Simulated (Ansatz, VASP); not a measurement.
## Cross-check of Ni (Ni(111)) between VASP and Ansatz

One calculation is typed for both programs; each brings its own data sets and cutoff. How far apart do they land?

Method: plane waves, with VASP 6.6.1 beside it; single point at PBE, single point at LDA and single point at r2SCAN, in Ansatz 0.2.0.

## Step 1: Starting point

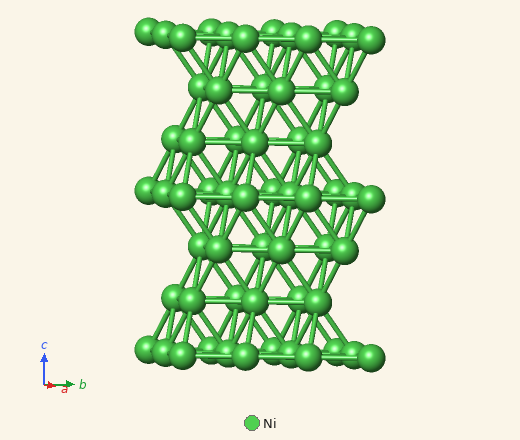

Start, viewed from the side, with the c axis up; nickel green. 2×3×1 cells are drawn. Some periodic images of atoms are drawn too.

The cell holds 7 atoms: 7 Ni. Its edges and angles: a = 2.489 Å, b = 2.489 Å, c = 30.194 Å, α = 90.0°, β = 90.0°, γ = 60.0°. Vacuum lies along c.

## Step 2: VASP: single point, PBE

A single point gives forces, pressure and levels at one fixed geometry, so differences don't come from the geometry; what else differs is listed under the comparison.

Lines of VASP's logs that name or quote its potential files are left out, and so is its time.

The input, INCAR:

```
SYSTEM = Ni
PREC = Normal
ENCUT = 350
EDIFF = 1E-06
NELM = 120
ISMEAR = 1
SIGMA = 0.1
LREAL = .FALSE.
ALGO = Normal
GGA = PE
NBANDS = 46
ISPIN = 2
MAGMOM = 1 1 1 1 1 1 1
LMAXMIX = 4
LORBIT = 11
LWAVE = .FALSE.
LCHARG = .FALSE.
KPAR = 4
IDIPOL = 3
LDIPOL = .TRUE.
DIPOL = 0.5 0.5 0.5
LVHAR = .TRUE.
LVACPOTAV = .TRUE.
```

The input, POSCAR:

```
Ni
1.0
    2.4890158698      0.0000000000      0.0000000000
    1.2445079349      2.1555509736      0.0000000000
    0.0000000000      0.0000000000     30.1936376853
Ni
7
Direct
    0.0000000000      0.0000000000      0.2980760415
    0.3333333333      0.3333333333      0.3653840277
    0.6666666667      0.6666666667      0.4326920138
    0.0000000000      0.0000000000      0.5000000000
    0.3333333333      0.3333333333      0.5673079862
    0.6666666667      0.6666666667      0.6346159723
    0.0000000000      0.0000000000      0.7019239585
```

The input, KPOINTS:

```
Automatic mesh
0
Gamma
6 6 1
0 0 0
```

Potentials, in the order of the species: Ni (PBE family, release 64).

The run is started by

```sh
$ mpirun -np 4 vasp_std
```

Numbers of over 12 decimals in the logs are rounded to 6 here.

Log:

```text
[banner, memory and clock lines left out]
running    4 mpi-ranks, on    1 nodes
 distrk:  each k-point on    1 cores,    4 groups
 distr:  one band on    1 cores,    1 groups

 POSCAR found type information on POSCAR Ni
 POSCAR found :  1 types and       7 ions
 LDA part: xc-table for (Slater+PW92), standard interpolation
 POSCAR, INCAR and KPOINTS ok, starting setup
 FFT: planning ... GRIDC
 FFT: planning ... GRID_SOFT
 FFT: planning ... GRID
 WAVECAR not read
 entering main loop
       N       E                     dE             d eps       ncg     rms          rms(c)
DAV:   1     0.450365682362E+03    0.45037E+03   -0.25578E+04  1288   0.137E+03
DAV:   2    -0.790556594925E+01   -0.45827E+03   -0.43961E+03  1294   0.330E+02
DAV:   3    -0.433054177978E+02   -0.35400E+02   -0.33021E+02  1360   0.126E+02
DAV:   4    -0.439384976054E+02   -0.63308E+00   -0.62761E+00  1412   0.188E+01
DAV:   5    -0.439564471433E+02   -0.17950E-01   -0.17949E-01  1950   0.194E+00    0.258E+01
DAV:   6    -0.508634757132E+02   -0.69070E+01   -0.11970E+02  1448   0.159E+02    0.442E+01
DAV:   7    -0.536590596815E+02   -0.27956E+01   -0.12084E+02  1536   0.156E+02    0.374E+01
DAV:   8    -0.411916507344E+02    0.12467E+02   -0.17721E+01  1666   0.700E+01    0.225E+01
DAV:   9    -0.400821581847E+02    0.11095E+01   -0.15809E+01  1548   0.863E+01    0.284E+01
DAV:  10    -0.428592914902E+02   -0.27771E+01   -0.28436E+01  1574   0.871E+01    0.339E+01
DAV:  11    -0.362225958119E+02    0.66367E+01   -0.76571E+00  1510   0.566E+01    0.792E+00
DAV:  12    -0.365367973512E+02   -0.31420E+00   -0.27696E+00  1384   0.171E+01    0.419E+00
DAV:  13    -0.365795461547E+02   -0.42749E-01   -0.70941E-01  1484   0.123E+01    0.641E+00
DAV:  14    -0.364662930112E+02    0.11325E+00   -0.22004E-01  1364   0.607E+00    0.523E+00
[...]
DAV:  38    -0.371171025891E+02   -0.39126E-04   -0.24099E-06   880   0.136E-02    0.570E-03
DAV:  39    -0.371171298006E+02   -0.27212E-04   -0.13927E-06   864   0.114E-02    0.658E-03
DAV:  40    -0.371171414933E+02   -0.11693E-04   -0.72660E-07   840   0.950E-03    0.174E-03
DAV:  41    -0.371171496812E+02   -0.81879E-05   -0.70278E-07   846   0.670E-03    0.510E-03
DAV:  42    -0.371171555089E+02   -0.58276E-05   -0.33164E-07   810   0.525E-03    0.287E-03
DAV:  43    -0.371171583950E+02   -0.28862E-05   -0.18419E-07   762   0.279E-03    0.222E-03
DAV:  44    -0.371171598610E+02   -0.14660E-05   -0.89192E-08   778   0.246E-03    0.985E-04
DAV:  45    -0.371171602347E+02   -0.37368E-06   -0.25194E-08   746   0.175E-03
|                                                                             |
|           W    W    AA    RRRRR   N    N  II  N    N   GGGG   !!!           |
|           W    W   A  A   R    R  NN   N  II  NN   N  G    G  !!!           |
|           W    W  A    A  R    R  N N  N  II  N N  N  G       !!!           |
|           W WW W  AAAAAA  RRRRR   N  N N  II  N  N N  G  GGG   !            |
|           WW  WW  A    A  R   R   N   NN  II  N   NN  G    G                |
|           W    W  A    A  R    R  N    N  II  N    N   GGGG   !!!           |
|                                                                             |
|     Did not find any points to average over, which means that no vacuum     |
|     field-free region was found. Please increase the size of  your cell     |
|     in the dimension of the dipole correction to obtain accurate            |
|     workfunction values.                                                    |
|                                                                             |

   1 F= -.37117160E+02 E0= -.37116380E+02  d E =-.234158E-02  mag=     4.7233
```

OUTCAR, selected parts (step 2):

```text
ion  position               nearest neighbor table
   1  0.000  0.000  0.298-   2 2.49   2 2.49   2 2.49
   2  0.333  0.333  0.365-   3 2.49   3 2.49   3 2.49   1 2.49   1 2.49   1 2.49
   3  0.667  0.667  0.433-   2 2.49   2 2.49   2 2.49   4 2.49   4 2.49   4 2.49
   4  0.000  0.000  0.500-   3 2.49   5 2.49   3 2.49   5 2.49   3 2.49   5 2.49
   5  0.333  0.333  0.567-   6 2.49   6 2.49   6 2.49   4 2.49   4 2.49   4 2.49
   6  0.667  0.667  0.635-   5 2.49   5 2.49   5 2.49   7 2.49   7 2.49   7 2.49
   7  0.000  0.000  0.702-   6 2.49   6 2.49   6 2.49

  LATTYP: Found a hexagonal cell.
 ALAT       =     2.4890158697
 C/A-ratio  =    12.1307533843

 Subroutine GETGRP returns: Found 12 space group operations
 (whereof 12 operations were pure point group operations)

The static configuration has the point symmetry D_3d.

 Found      7 irreducible k-points:

   k-points           NKPTS =      7   k-points in BZ     NKDIM =      7   number of bands    NBANDS=     46

   dimension x,y,z NGX =    12 NGY =   12 NGZ =  140
   dimension x,y,z NGXF=    24 NGYF=   24 NGZF=  280

   ENCUT  =  350.0 eV  25.72 Ry    5.07 a.u.   3.80  3.80 46.06*2*pi/ulx,y,z

   NELECT =      70.0000    total number of electrons

 k-points in reciprocal lattice and weights: Automatic mesh
   0.00000000  0.00000000  0.00000000       0.028
   0.16666667 -0.00000000  0.00000000       0.167
   0.33333333 -0.00000000  0.00000000       0.167
   0.50000000 -0.00000000  0.00000000       0.083
   0.33333333  0.16666667  0.00000000       0.167
   0.50000000  0.16666667  0.00000000       0.333
  -0.33333333  0.33333333  0.00000000       0.056

 dipolmoment           0.000000      0.000000     -0.000000 electrons x Angstroem

 average (electrostatic) potential at core
       1 -89.4066       2 -89.6388       3 -89.6133       4 -89.5640       5 -89.6133
       6 -89.6388       7 -89.4066

 E-fermi :   1.7379

 spin component 1
 k-point     1 :       0.0000    0.0000    0.0000
  band No.  band energies     occupation
    ...
     38       1.0245      1.00000
     39       1.0245      1.00000
     40       1.1113      1.00000
     41       1.1113      1.00000
     42       1.5376      1.00794
     43       1.8862     -0.02838
     44       6.4520      0.00000
     45       6.6322      0.00000
     46       7.2028      0.00000

 k-point     2 :       0.1667   -0.0000    0.0000
  band No.  band energies     occupation
    ...
     36       0.7989      1.00000
     37       0.9002      1.00000
     38       1.0330      1.00000
     39       1.1351      1.00000
     40       1.3541      1.00000
     41       2.2077     -0.00000
     42       3.3099     -0.00000
     43       4.0434      0.00000
     44       7.2773      0.00000
     45       7.5167      0.00000
    ...

 k-point     3 :       0.3333   -0.0000    0.0000
  band No.  band energies     occupation
    ...
     35       0.9457      1.00000
     36       1.0104      1.00000
     37       1.0615      1.00000
     38       1.1722      1.00000
     39       1.5229      1.00478
     40       2.7072     -0.00000
     41       4.1921      0.00000
     42       5.8634      0.00000
     43       7.3547      0.00000
     44       9.2136      0.00000
    ...

 k-point     4 :       0.5000   -0.0000    0.0000
  band No.  band energies     occupation
    ...
     31       1.2359      1.00000
     32       1.2540      1.00000
     33       1.3049      1.00000
     34       1.3082      1.00000
     35       1.3208      1.00000
     36       2.0149     -0.00032
     37       2.8474     -0.00000
     38       3.5432     -0.00000
     39       4.0129      0.00000
     40       4.2317      0.00000
    ...

 k-point     5 :       0.3333    0.1667    0.0000
  band No.  band energies     occupation
    ...
     35       0.9569      1.00000
     36       1.0015      1.00000
     37       1.0371      1.00000
     38       1.0729      1.00000
     39       1.4989      1.00187
     40       2.4131     -0.00000
     41       3.6931     -0.00000
     42       5.2138      0.00000
     43       6.4472      0.00000
     44       8.7839      0.00000
    ...

 k-point     6 :       0.5000    0.1667    0.0000
  band No.  band energies     occupation
    ...
     31       0.9554      1.00000
     32       1.1130      1.00000
     33       1.1306      1.00000
     34       1.1886      1.00000
     35       1.2658      1.00000
     36       2.7058     -0.00000
     37       2.8936     -0.00000
     38       3.2541     -0.00000
     39       3.9242      0.00000
     40       4.9532      0.00000
    ...

  Total       -2.0973230     -2.0973230     -1.0742934      0.0000000      0.0000000      0.0000000
  in kB      -20.7431405    -20.7431405    -10.6250773      0.0000000      0.0000000      0.0000000
  external PRESSURE =     -17.3704528 kB  Pullay stress =       0.0000000 kB

  energy-cutoff  :      350.00
  volume of cell :      161.99
      direct lattice vectors                 reciprocal lattice vectors
     2.489015870  0.000000000  0.000000000     0.401765217 -0.231959256  0.000000000
     1.244507935  2.155550974  0.000000000     0.000000000  0.463918512  0.000000000
     0.000000000  0.000000000 30.193637685     0.000000000  0.000000000  0.033119560

 POSITION                                       TOTAL-FORCE (eV/Angst)
 -----------------------------------------------------------------------------------
      0.00000      0.00000      9.00000         0.000000      0.000000      0.169188
      1.24451      0.71852     11.03227        -0.000000      0.000000     -0.129237
      2.48902      1.43703     13.06455         0.000000     -0.000000     -0.044116
      0.00000      0.00000     15.09682         0.000000      0.000000      0.000000
      1.24451      0.71852     17.12909        -0.000000     -0.000000      0.044116
      2.48902      1.43703     19.16136         0.000000     -0.000000      0.129237
      0.00000      0.00000     21.19364        -0.000000     -0.000000     -0.169188
 -----------------------------------------------------------------------------------
    total drift:                                0.000000      0.000000      0.000000

  FREE ENERGIE OF THE ION-ELECTRON SYSTEM (eV)
  ---------------------------------------------------
  free  energy   TOTEN  =       -37.1171602347 eV

  energy  without entropy=      -37.1148186554  energy(sigma->0) =      -37.11637971

 vacuum level on the upper side and lower side of the slab         6.827         6.827

 total charge
# of ion       s       p       d       tot
------------------------------------------
    1        0.493   0.380   8.286   9.160
    2        0.492   0.492   8.304   9.288
    3        0.501   0.494   8.302   9.298
    4        0.497   0.494   8.309   9.300
    5        0.501   0.494   8.302   9.298
    6        0.492   0.492   8.304   9.288
    7        0.493   0.380   8.286   9.160
--------------------------------------------------
tot          3.470   3.227  58.095  64.792

 magnetization (x)
# of ion       s       p       d       tot
------------------------------------------
    1       -0.001  -0.022   0.761   0.738
    2       -0.009  -0.030   0.742   0.703
    3       -0.006  -0.027   0.691   0.658
    4       -0.009  -0.031   0.668   0.628
    5       -0.006  -0.027   0.691   0.658
    6       -0.009  -0.030   0.742   0.703
    7       -0.001  -0.022   0.761   0.738
--------------------------------------------------
tot         -0.043  -0.189   5.056   4.825

[... 6 further parts left out ...]
```

[end of part 1 of 3]

[Lines on the potential files, build, host, timing and source positions are cut from VASP's logs without a mark.]

[Logs are printed without paths, hosts, clocks, repeated set-up lines and the standing remarks that a program may print on its own settings, such as how far it seeks lower states.]

[Hosts, paths, dates, database ids (printed as entryN), source tags and the programs' standing remarks are cut or masked in the printed files.]
